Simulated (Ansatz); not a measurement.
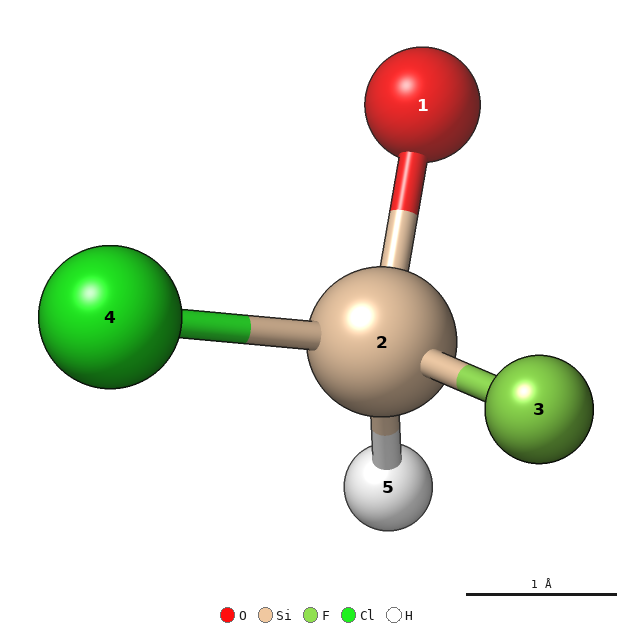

Simulated data, not a measurement (program: Ansatz).

Atoms carry their numbers in the input. The species is neutral and a spin doublet. Geometry: moved along internal coordinates away from the minimum.

Estimate the angles O1–Si2–F3, O1–Si2–Cl4, O1–Si2–H5, F3–Si2–Cl4, F3–Si2–H5, Cl4–Si2–H5.

| angle | degrees |
| --- | --- |
| O1–Si2–F3 | 112.8 |
| O1–Si2–Cl4 | 102.2 |
| O1–Si2–H5 | 111.1 |
| F3–Si2–Cl4 | 109.3 |
| F3–Si2–H5 | 107.7 |
| Cl4–Si2–H5 | 113.8 |
